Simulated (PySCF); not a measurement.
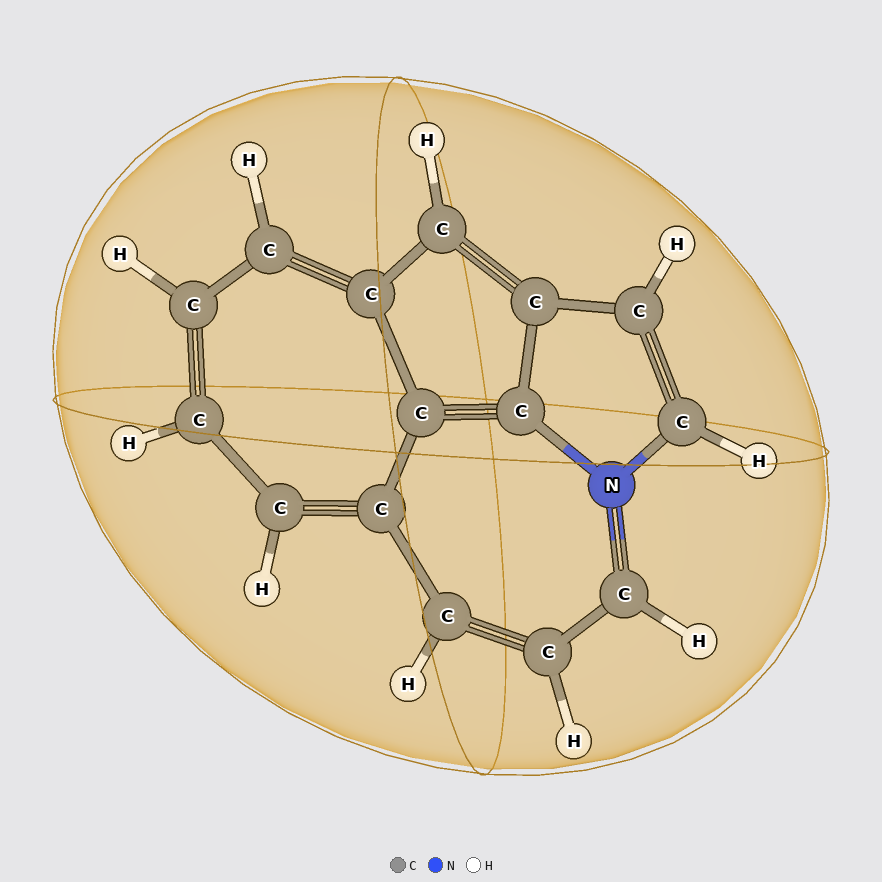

The ellipsoid shows the static dipole polarisability: its half-axes are proportional to the principal values. Charge +1, singlet. The computed structure is the end point of a GFN2-xTB optimisation. No frequency run is at hand to confirm it as a minimum. Computed with CAM-B3LYP/6-31G* (PySCF 2.14.0).

Give the principal values, the mean and the anisotropy.

Answer. Principal values 47.5, 209.4, 263.4 bohr³; mean 173.5 bohr³ (25.71 Å³); anisotropy 194.6 bohr³, so the longest axis is 5.54 times the shortest.
